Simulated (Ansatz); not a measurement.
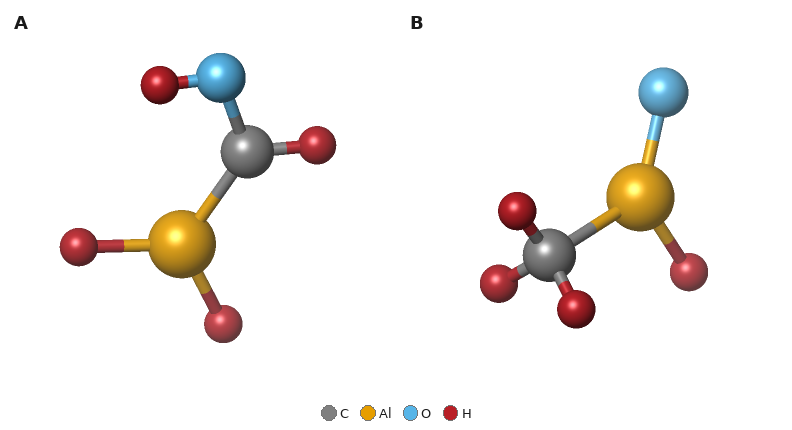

2 stationary structures of one formula. The species has charge −1 and is a spin singlet. Geometries: PBE-D4/def2-SVPD. Electronic energies: PBE-D4/def2-SVPD (Ansatz 0.2.0), without zero-point energy. No frequency run is at hand to confirm each as a minimum. Each is one conformer, not always the lowest.

> Rank them by energy, lowest first.

B is lowest; A lies 2.543 eV above it (Cs).
